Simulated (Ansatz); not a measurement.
# SrLiH3 (model cell, started as cubic perovskite with Sr in the octahedra): a soft mode frozen in, part 2 of 3

Aim: this structure of SrLiH3 (model cell, started as cubic perovskite with Sr in the octahedra) is to be tested for unstable modes, and one is followed downhill.

Ansatz 0.2.0; DFT PBEsol, scalar-relativistic, plane waves, PAW; PAW set soft_1.

So far, highest frequency on the path or at a solved wavevector (cm⁻¹): step 2 (phonons on a q mesh) 1389. Also lowest frequency on the path (cm⁻¹): step 2 -560.

The structure was built from a prototype and need not be the compound's stable phase.

## (4) The mode frozen in, largest atomic shift 0.6 Å

The atoms are moved along the unstable eigenvector, the largest shift by 0.6 Å, with the cell fixed.

input.yaml reads:

```yaml
crystal:
  lattice:
    - [4.5923518809, 4.5923518809, 0.0]
    - [4.5923518809, 0.0, 4.5923518809]
    - [4.5923518809, 0.0, -4.5923518809]
  atoms:
    - { symbol: Li, position: [0.0, 0.0, 0.0] }
    - { symbol: Li, position: [0.0, 0.5, 0.5] }
    - { symbol: Sr, position: [0.5, 0.25, 0.75] }
    - { symbol: Sr, position: [0.5, 0.75, 0.25] }
    - { symbol: H, position: [0.5923849217, -0.0923849217, -0.0923849217] }
    - { symbol: H, position: [0.4076150783, 0.5923849217, 0.5923849217] }
    - { symbol: H, position: [0.0, 0.4538075392, 0.0461924608] }
    - { symbol: H, position: [0.0, 0.0461924608, 0.4538075392] }
    - { symbol: H, position: [0.5, 0.0461924608, 0.4538075392] }
    - { symbol: H, position: [0.5, 0.4538075392, 0.0461924608] }
kpoints:
  mp_grid: { grid: [6, 6, 6] }
hamiltonian:
  xc: pbesol
  pseudopotentials: { kind: paw, azcp: { folder: soft_1 }, xc_functional: pbe }
scf:
  occupations: { method: gaussian, width: 0.02 }
output:
  forces: true
  stress: true
  eigenvalues: true
```

Started as:

```sh
$ ansatz run input.yaml --threads 8 --pin off --max-ram 16384MiB --backend cpu --events-out ev --progress --plain --runs-dir out
```

Numbers of over 12 decimals in the logs are rounded to 6 here.

Output:

```text
[...]
Crystal: 10 atoms, lattice volume = 193.703 Å³
Basis set: ecut = 420 eV, 3767 PW (Γ), exchange–correlation on 90×90×90 points (8 copies of the dense FFT grid, shifted against one another)
Bands: 26, of which v1, the nominal top of the filled ones, is band 16 counted from 1 (15 counted from 0)
Symmetry: 8 space group operations
[...]
k-points: 46 of 216
[...]
k-point 0: bands = [... 12 lower, -0.3738, 0.6232, 0.6475, 0.7240, 3.0161, 3.1340, 3.3279, 5.2049, ... 4 higher]
  k-point 1: bands = [... 12 lower, -0.3260, 0.3074, 0.5364, 0.6205, 3.1534, 3.3086, 3.4272, 5.2114, ... 4 higher]
  k-point 2: bands = [... 12 lower, -0.1945, -0.1354, 0.3061, 0.3903, 3.4381, 3.7145, 3.7497, 4.4784, ... 4 higher]
  k-point 45: bands = [... 12 lower, -0.2903, -0.2848, 0.1131, 0.1789, 3.1959, 4.1093, 5.2338, 5.3299, ... 4 higher]
[key lines of the parts left out:]
SCF converged after 7 iterations
Free energy (F): -7485.368257 eV
Fermi energy:    1.568697 eV
P = ⅓ Tr σ = -1.2638 GPa (-12.638 kbar)
```

Wall time 1.8 s (8 threads of Intel Xeon at 2.60GHz (Ice Lake), shared host); peak memory 0.73 GiB.

This step gave:

- pressure: -1.264 GPa
- gap on the k-mesh: 1.689 eV
- energy from the undistorted cell: -69.60 meV/atom

The energy, extrapolated to zero smearing, is -69.60 meV/atom against the undistorted cell.

The run ends at a pressure of -1.26 GPa, with forces up to 0.50 eV/Å.

## (5) Energy along the mode, all amplitudes (two of the runs are shown above)

An imaginary frequency means negative curvature, so the energy should fall and then rise again as anharmonic terms take over.

Numbers from this step:

| Item | Value |
| --- | --- |
| depth at the lowest point sampled | 69.60 meV/atom |
| largest atomic shift at that point | 0.6 Å |

The energy from the parent by largest atomic shift:

```
largest atomic shift (Å)  energy from the parent (meV/atom)
                   0.000                                  0
                   0.040                             -0.371
                   0.080                              -1.48
                   0.140                              -4.51
                   0.220                              -11.0
                   0.320                              -22.5
                   0.450                              -42.4
                   0.600                              -69.6
```

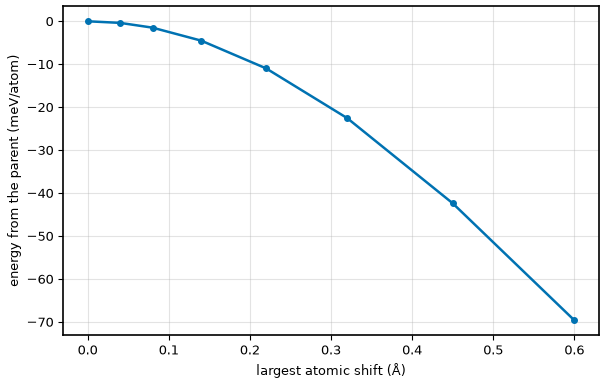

Energy from the parent against largest atomic shift.

Displacement at unit largest shift by atom:

```
atom   x (Å)   y (Å)   z (Å)   size
 Li1   0.000   0.000   0.000  0.000
 Li2   0.000   0.000   0.000  0.000
 Sr3   0.000   0.000   0.000  0.000
 Sr4   0.000   0.000   0.000  0.000
  H5  -0.707   0.707   0.000  1.000
  H6   0.707  -0.707   0.000  1.000
  H7   0.000   0.000  -0.707  0.707
  H8   0.000   0.000   0.707  0.707
  H9   0.000   0.000   0.707  0.707
 H10   0.000   0.000  -0.707  0.707
```

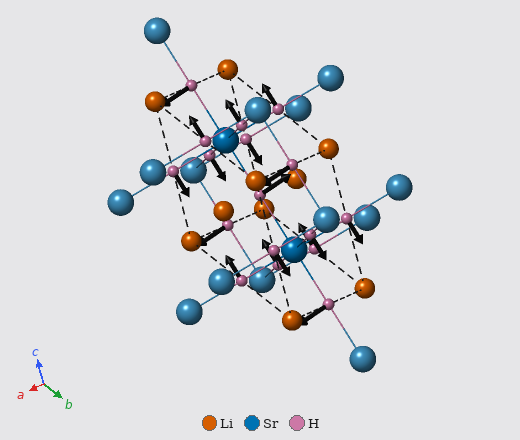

Displacement at unit largest shift as arrows, the longest 1.000 Å. Some periodic images of atoms are drawn too.

The lowest of the steps tried is the last one, at 0.6 Å, 69.6 meV/atom below the parent; the bottom of the well need not coincide with a step.

## (6) Relaxing from the distorted cell

Starting from the lowest point found, all atoms and the cell are let go, so that strain and other modes of the same symmetry can join in.

input.yaml: that of step 4 with these lines changed.

```diff
@@ -22,3 +22,3 @@
 scf:
-  occupations: { method: gaussian, width: 0.02 }
+  occupations: { method: fixed }
 output:
@@ -27 +27,6 @@
   eigenvalues: true
+relax:
+  adjacent_minimum: "off"
+  f_tol: 0.002
+  max_steps: 120
+  cell: { stress_tol: 0.03 }
```

Output:

```text
[...]
Crystal: 10 atoms, lattice volume = 193.703 Å³
Basis set: ecut = 420 eV, 3767 PW (Γ), exchange–correlation on 90×90×90 points (8 copies of the dense FFT grid, shifted against one another)
Bands: 26, of which v1, the nominal top of the filled ones, is band 16 counted from 1 (15 counted from 0)
Symmetry: 8 space group operations
[...]
k-points: 46 of 216
[...]
SCF iter   1: F=—  HF=-7487.690780 eV  |F-HF|=—  |Δ(HF+E_count)|=         —  Δρ=4.88e-2  dr2=6.79e0  ethr=3.10e-3  ⟨swp⟩=5.8  Hψ=5587  notcnv=0  defer=326
[...]
SCF iter   7: F=-7485.368257 eV  HF=-7485.368257 eV  |F-HF|=5.05e-9  |Δ(HF+E_count)|=   1.44e-6  Δρ=7.69e-6  dr2=6.04e-8  ethr=3.13e-10  ⟨swp⟩=19.2  Hψ=11413  notcnv=0
SCF 1 converged in 7 iterations: F = -7485.368257 eV  dr2 = 6.04e-8
[...]
relax step   1: F+E_penalty+E_count = -7485.36825710 eV  Δ(F+E_penalty+E_count) = +0.000e0 eV  max|allowed force component| = 3.522e-1 eV/Å  Δτ_max = 0.0000 Å  P = -1.264 GPa  Ω = 193.703 Å³  (7 SCF iters, dr2 threshold 1.00e-7 eV, accepted)
Crystal: 10 atoms, lattice volume = 187.157 Å³
Basis set: ecut = 420 eV, 3691 PW (Γ), exchange–correlation on 90×90×90 points (8 copies of the dense FFT grid, shifted against one another)
[...]
iter 1 solved again at ethr=6.84e-4 eV; its pass at ethr=3.10e-3 eV (dr2=2.19e-1 eV) is discarded
[...]
SCF iter   5: F=-7485.846758 eV  HF=-7485.846758 eV  |F-HF|=3.48e-7  |Δ(HF+E_count)|=   1.47e-5  Δρ=1.80e-5  dr2=6.22e-7  ethr=3.12e-9  ⟨swp⟩=15.2  Hψ=10660  notcnv=0
SCF 2 converged in 5 iterations: F = -7485.846758 eV  dr2 = 6.22e-7
relax step   2: F+E_penalty+E_count = -7485.84675845 eV  Δ(F+E_penalty+E_count) = -4.785e-1 eV  max|allowed force component| = 4.002e-1 eV/Å  Δτ_max = 0.1983 Å  P = -1.390 GPa  Ω = 187.157 Å³  energy of the carried Pulay correction = +1.696e-3 eV  (5 SCF iters, dr2 threshold 1.00e-6 eV, accepted)
Crystal: 10 atoms, lattice volume = 178.628 Å³
Basis set: ecut = 420 eV, 3519 PW (Γ), exchange–correlation on 90×90×90 points (8 copies of the dense FFT grid, shifted against one another)
[...]
SCF iter   5: F=-7486.339506 eV  HF=-7486.339505 eV  |F-HF|=3.50e-7  |Δ(HF+E_count)|=   1.45e-5  Δρ=1.90e-5  dr2=6.46e-7  ethr=3.12e-9  ⟨swp⟩=15.5  Hψ=10615  notcnv=0
the search or the solves at the SCF's close seem to have found levels that the self-consistency loop had missed (the run counts 1). By its estimate they hold under 1e-12 electrons; where the run keeps them, the occupations were computed again with them
SCF 3 converged in 5 iterations: F = -7486.339506 eV  dr2 = 6.46e-7
relax step   3: F+E_penalty+E_count = -7486.33950555 eV  Δ(F+E_penalty+E_count) = -4.927e-1 eV  max|allowed force component| = 3.916e-1 eV/Å  Δτ_max = 0.1953 Å  P = -1.211 GPa  Ω = 178.628 Å³  energy of the carried Pulay correction = +3.995e-3 eV  (5 SCF iters, dr2 threshold 1.00e-6 eV, accepted)
[... from here on, the SCF cycles and remarks between the steps are left out ...]
relax step   4: F+E_penalty+E_count = -7486.75658741 eV  Δ(F+E_penalty+E_count) = -4.171e-1 eV  max|allowed force component| = 2.692e-1 eV/Å  Δτ_max = 0.1963 Å  P = -0.942 GPa  Ω = 170.845 Å³  energy of the carried Pulay correction = +6.187e-3 eV  (5 SCF iters, dr2 threshold 1.00e-6 eV, accepted)
relax step   5: F+E_penalty+E_count = -7487.12245948 eV  Δ(F+E_penalty+E_count) = -3.659e-1 eV  max|allowed force component| = 1.629e-1 eV/Å  Δτ_max = 0.1982 Å  P = -0.651 GPa  Ω = 161.802 Å³  energy of the carried Pulay correction = +8.855e-3 eV  (6 SCF iters, dr2 threshold 1.00e-6 eV, accepted)
relax step   6: F+E_penalty+E_count = -7487.28760845 eV  Δ(F+E_penalty+E_count) = -1.651e-1 eV  max|allowed force component| = 7.051e-2 eV/Å  Δτ_max = 0.1918 Å  P = -0.136 GPa  Ω = 154.719 Å³  energy of the carried Pulay correction = +1.104e-2 eV  (6 SCF iters, dr2 threshold 1.00e-6 eV, accepted)
relax step   7: F+E_penalty+E_count = -7487.31446575 eV  Δ(F+E_penalty+E_count) = -2.686e-2 eV  max|allowed force component| = 8.281e-2 eV/Å  Δτ_max = 0.1366 Å  P = -0.210 GPa  Ω = 152.402 Å³  energy of the carried Pulay correction = +1.178e-2 eV  (5 SCF iters, dr2 threshold 1.00e-6 eV, accepted)
relax step   8: F+E_penalty+E_count = -7487.30861977 eV  Δ(F+E_penalty+E_count) = +5.846e-3 eV  max|allowed force component| = 1.136e-1 eV/Å  Δτ_max = 0.0580 Å  P = +0.128 GPa  Ω = 151.852 Å³  energy of the carried Pulay correction = +1.195e-2 eV  (5 SCF iters, dr2 threshold 4.29e-7 eV, rejected (line search))
relax step   9: F+E_penalty+E_count = -7487.31952005 eV  Δ(F+E_penalty+E_count) = -5.054e-3 eV  max|allowed force component| = 1.599e-3 eV/Å  Δτ_max = 0.0265 Å  P = +0.005 GPa  Ω = 151.910 Å³  energy of the carried Pulay correction = +1.194e-2 eV  (9 SCF iters, accepted)
relax step  10: F+E_penalty+E_count = -7487.31387556 eV  Δ(F+E_penalty+E_count) = +5.644e-3 eV  max|allowed force component| = 1.685e-3 eV/Å  Δτ_max = 0.0000 Å  P = -0.035 GPa  Ω = 151.910 Å³  stress off target by 5.18e-2 GPa  SCF on the basis re-selected at this cell (its energy is not comparable with the rows above)  (5 SCF iters)
relax step  11: F+E_penalty+E_count = -7487.31398586 eV  Δ(F+E_penalty+E_count) = -1.103e-4 eV  max|allowed force component| = 6.343e-4 eV/Å  Δτ_max = 0.0014 Å  P = +0.003 GPa  Ω = 151.677 Å³  energy of the carried Pulay correction = +7.388e-5 eV  (4 SCF iters, dr2 threshold 6.70e-9 eV, accepted)
[...]
SCF iter   1: F=—  HF=-7487.313830 eV  |F-HF|=—  |Δ(HF+E_count)|=         —  Δρ=3.05e-6  dr2=4.68e-9  ethr=6.35e-7  ⟨swp⟩=3.9  Hψ=8665  notcnv=0  defer=368
eigensolver tolerance schedule: the retry pair's looser diagonalisation over-reported the residual by 43421.36 of it (diagonalisation noise at an unbounded share of the residual, at the tolerance the schedule requests for it); recorded, not acted on — ethr = c·dr2/N_el stays at c = 1.0e-1
[...]
SCF iter   2: F=—  HF=-7487.313918 eV  |F-HF|=—  |Δ(HF+E_count)|=   8.79e-5  Δρ=2.27e-6  dr2=4.03e-9  ethr=1.46e-11  ⟨swp⟩=4.6  Hψ=2889  notcnv=0  defer=367
[...]
SCF iter   5: F=-7487.313918 eV  HF=-7487.313918 eV  |F-HF|=5.46e-12  |Δ(HF+E_count)|=  1.55e-11  Δρ=1.29e-7  dr2=2.00e-11  ethr=1.00e-12  ⟨swp⟩=17.8  Hψ=9679  notcnv=0
SCF 12 converged in 5 iterations: F = -7487.313918 eV  dr2 = 2.00e-11
relax step  12: F+E_penalty+E_count = -7487.31391829 eV  Δ(F+E_penalty+E_count) = +6.757e-5 eV  max|allowed force component| = 6.383e-4 eV/Å  Δτ_max = 0.0000 Å  P = +0.003 GPa  Ω = 151.677 Å³  stress off target by 1.20e-2 GPa  SCF on the basis re-selected at this cell (its energy is not comparable with the rows above)  (5 SCF iters)
[...]
SCF converged after 5 iterations
Free energy (F): -7487.313918 eV
[...]
Internal energy: -7487.313918 eV  (E = F + TS)
E sigma→0 (E₀):  -7487.313918 eV
Fermi energy:    2.506306 eV
[...]
--- Forces (eV/Å), atoms counted from 1 ---
  atom   1  Li     0.00032817    -0.00032817    -0.00000000
  atom   2  Li    -0.00032817     0.00032817     0.00000000
  atom   3  Sr    -0.00000000     0.00000000    -0.00000000
  atom   4  Sr    -0.00000000    -0.00000000     0.00000000
  atom   5  H      0.00035581    -0.00035581     0.00000000
  atom   6  H     -0.00035581     0.00035581    -0.00000000
  atom   7  H     -0.00000000    -0.00000000    -0.00063833
  atom   8  H      0.00000000     0.00000000     0.00063833
  atom   9  H     -0.00000000    -0.00000000     0.00063833
  atom  10  H      0.00000000     0.00000000    -0.00063833
  max |Σ_I F_I| component: 5.42e-20 eV/Å
--- Stress (GPa, compression-positive) ---
        0.007247      -0.004727      -0.000000
       -0.004727       0.007247      -0.000000
       -0.000000      -0.000000      -0.006590
  P = ⅓ Tr σ = 0.0026 GPa (0.026 kbar)
--- Band table (eV; the first three rows and the last of 46) ---
  k-point 0: bands = [... 12 lower, 0.4192, 1.8221, 2.2984, 2.5063, 4.0705, 4.8140, 4.9930, 6.8953, ... 6 higher]
  k-point 1: bands = [... 12 lower, 0.3834, 1.5364, 2.1887, 2.3341, 4.2932, 4.9765, 5.1160, 6.6962, ... 6 higher]
  k-point 2: bands = [... 12 lower, 0.1717, 1.0458, 1.9843, 1.9845, 4.6888, 5.2119, 5.3835, 6.4881, ... 6 higher]
  k-point 45: bands = [... 12 lower, 0.6097, 0.6708, 1.3095, 1.6212, 5.5017, 5.7335, 6.6528, 6.9987, ... 6 higher]
--- Relaxed structure (10 steps of the walk, 9 accepted, 2 SCFs on fresh bases) ---
  F+E_penalty+E_count = -7487.31391829 eV   max|allowed force component| = 6.383e-4 eV/Å   (the final SCF, on the basis selected at the relaxed cell)
  cell:  # Å, volume = 151.6765 Å³
    - [4.203242, 4.203242, 0.0]
    - [4.138383, 0.064859, 4.429285]
    - [4.138383, 0.064859, -4.429285]
  atoms:
    - { symbol: Li, position: [-0.087501, 0.087501, 0.087501] }
    - { symbol: Li, position: [0.087501, 0.412499, 0.412499] }
    - { symbol: Sr, position: [0.500000, 0.250000, 0.750000] }
    - { symbol: Sr, position: [0.500000, 0.750000, 0.250000] }
    - { symbol: H, position: [0.755823, -0.255823, -0.255823] }
    - { symbol: H, position: [0.244177, 0.755823, 0.755823] }
    - { symbol: H, position: [-3.469446951953614e-18, 0.381230, 0.118770] }
    - { symbol: H, position: [-3.469446951953614e-18, 0.118770, 0.381230] }
    - { symbol: H, position: [0.500000, 0.118770, 0.381230] }
    - { symbol: H, position: [0.500000, 0.381230, 0.118770] }
```

Run time: 19 s. Hardware: 8 threads; peak memory 0.79 GiB; 2.2 min of CPU time.

Relaxation path:

```
step  energy less that of the first step (eV)  largest force component (eV/Å)  pressure (GPa)  volume (Å³)
   1                                   0.0000                          0.3522           -1.26       193.70
   2                                  -0.4785                          0.4002           -1.39       187.16
   3                                  -0.9712                          0.3916           -1.21       178.63
   4                                  -1.3883                          0.2692           -0.94       170.84
   5                                  -1.7542                          0.1629           -0.65       161.80
   6                                  -1.9194                          0.0705           -0.14       154.72
   7                                  -1.9462                          0.0828           -0.21       152.40
   8                                  -1.9404                          0.1136            0.13       151.85
   9                                  -1.9513                          0.0016            0.00       151.91
 10*                                  -1.9456                          0.0017           -0.04       151.91
  11                                  -1.9457                          0.0006            0.00       151.68
 12*                                  -1.9457                          0.0006            0.00       151.68
```

Relaxation steps marked * repeat the geometry before them on a plane-wave basis chosen anew for their cell, so energy and pressure can jump there. Relaxation step 8 was tried and not accepted.

Forces are held to the 8 operations that the run works with; a distortion that breaks them can't arise in this run.

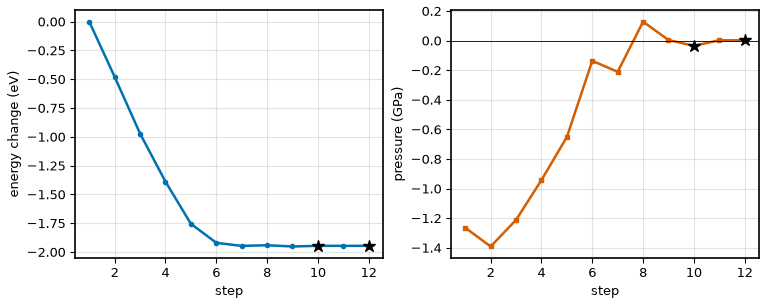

Energy and pressure along the relaxation. Stars mark steps on a basis chosen anew.

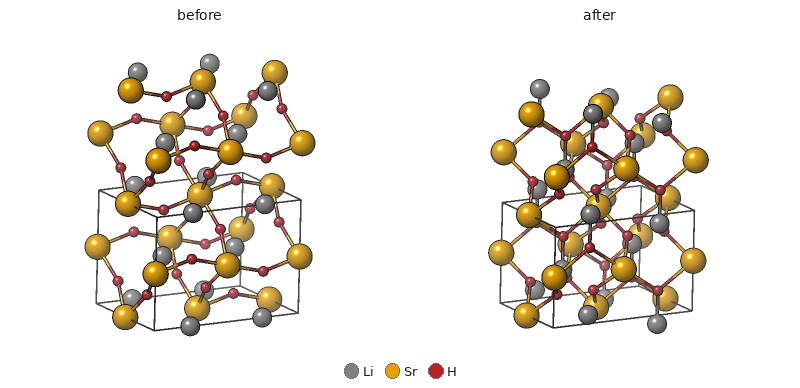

Before and after, at one scale. Bonds to atoms that aren't drawn are left out.

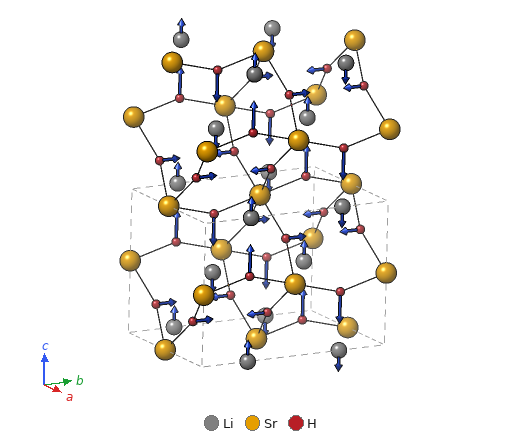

Displacements in the relaxation, exaggerated, measured against the changing cell; the longest in the cell stands for 0.94 Å. 1×1×2 conventional cells are drawn. Some periodic images of atoms are drawn too.

```
conventional cell, symmetrised  before  after   change
                         a (Å)   6.495  5.944   -8.5 %
                         b (Å)   9.185  8.859   -3.6 %
                         c (Å)   6.495  5.761  -11.3 %
              volume (Å³/atom)   19.37  15.17  -21.7 %
```

The atoms that moved most (Å, as changes of fractional coordinates times the final cell):

```
atom      dx      dy      dz  length
  H6   0.666  -0.666   0.000   0.942
  H5  -0.666   0.666   0.000   0.942
  H8   0.000   0.000   0.643   0.643
  H9   0.000   0.000   0.643   0.643
 H10   0.000   0.000  -0.643   0.643
  H7   0.000   0.000  -0.643   0.643
 Li1   0.356  -0.356   0.000   0.504
 Li2  -0.356   0.356   0.000   0.504
```

Final coordinates:

```cif
data_structure
_symmetry_space_group_name_H-M 'P 1'
_symmetry_Int_Tables_number 1
_cell_length_a 5.9443
_cell_length_b 6.0621
_cell_length_c 6.0621
_cell_angle_alpha 93.882
_cell_angle_beta 60.641
_cell_angle_gamma 60.641
_cell_volume 151.68
loop_
_atom_site_label
_atom_site_type_symbol
_atom_site_fract_x
_atom_site_fract_y
_atom_site_fract_z
_atom_site_occupancy
Li1 Li 0.91250 0.08750 0.08750 1
Li2 Li 0.08750 0.41250 0.41250 1
Sr3 Sr 0.50000 0.25000 0.75000 1
Sr4 Sr 0.50000 0.75000 0.25000 1
H5 H 0.75582 0.74418 0.74418 1
H6 H 0.24418 0.75582 0.75582 1
H7 H 0.00000 0.38123 0.11877 1
H8 H 0.00000 0.11877 0.38123 1
H9 H 0.50000 0.11877 0.38123 1
H10 H 0.50000 0.38123 0.11877 1
```

Numbers from this step:

| Item | Value |
| --- | --- |
| pressure | 0.002634 GPa |
| gap on the k-mesh | 1.564 eV |
| volume per atom | 15.17 Å³ |

The distorted start has space group Imma; the relaxation ends in Imma.

## (7) The new phase in its own primitive cell

The relaxed structure is symmetrised, reduced to its primitive cell and relaxed tightly, as its phonons need.

input.yaml, the sections that differ from step 6:

```yaml
crystal:
  lattice:
    - [-2.9721409818, 4.4292853637, 2.8804168585]
    - [2.9721409818, -4.4292853637, 2.8804168585]
    - [2.9721409818, 4.4292853637, -2.8804168585]
  atoms:
    - { symbol: Li, position: [0.662498719, 0.912498719, 0.75] }
    - { symbol: Li, position: [0.337501281, 0.087501281, 0.25] }
    - { symbol: Sr, position: [0.0, 0.5, 0.5] }
    - { symbol: Sr, position: [0.5, 0.5, 0.0] }
    - { symbol: H, position: [0.0058234602, 0.7558234602, 0.25] }
    - { symbol: H, position: [0.9941765398, 0.2441765398, 0.75] }
    - { symbol: H, position: [0.6312298168, 0.5, 0.6312298168] }
    - { symbol: H, position: [0.3687701832, 0.5, 0.3687701832] }
    - { symbol: H, position: [0.3687701832, 0.0, 0.8687701832] }
    - { symbol: H, position: [0.6312298168, 0.0, 0.1312298168] }
relax:
  adjacent_minimum: "off"
  f_tol: 0.001
  max_steps: 60
  cell: { stress_tol: 0.01 }
# kpoints, hamiltonian, scf, output: as in step 6
```

Output:

```text
[...]
Crystal: 10 atoms, lattice volume = 151.677 Å³
Basis set: ecut = 420 eV, 2959 PW (Γ), exchange–correlation on 90×90×90 points (8 copies of the dense FFT grid, shifted against one another)
Bands: 26, of which v1, the nominal top of the filled ones, is band 16 counted from 1 (15 counted from 0)
Symmetry: 8 space group operations
[...]
k-points: 46 of 216
[...]
- { symbol: Sr, position: [0, 0.500000, 0.500000] }
    - { symbol: Sr, position: [0.500000, 0.500000, 0] }
    - { symbol: H, position: [0.00582684, 0.755827, 0.250000] }
    - { symbol: H, position: [0.994173, 0.244173, 0.750000] }
    - { symbol: H, position: [0.631223, 0.5, 0.631223] }
    - { symbol: H, position: [0.368777, 0.500000, 0.368777] }
    - { symbol: H, position: [0.368777, 0.0, 0.868777] }
    - { symbol: H, position: [0.631223, -2.7755575615628914e-17, 0.131223] }
[key lines of the parts left out:]
SCF converged after 7 iterations
Free energy (F): -7487.313918 eV
Fermi energy:    2.506526 eV
P = ⅓ Tr σ = 0.0003 GPa (0.003 kbar)
```

Run time: 5.8 s. Hardware: 8 threads; peak memory 0.73 GiB.

Little changed from the start: no atom moved by 0.005 Å and no cell edge by 0.1 %.

This step gave:

```
pressure           : 2.51e-4 GPa
direct gap on mesh : 1.564 eV
```

The largest force component left is 0.13 meV/Å and the pressure is 0.000 GPa, within the tolerances set. The cell now holds 15.17 Å³/atom.

(Continued in part 3 of 3.)

[Logs are printed without paths, hosts, clocks, repeated set-up lines and the standing remarks that a program may print on its own settings, such as how far it seeks lower states.]

[Hosts, paths, dates, database ids (printed as entryN), source tags and the programs' standing remarks are cut or masked in the printed files.]
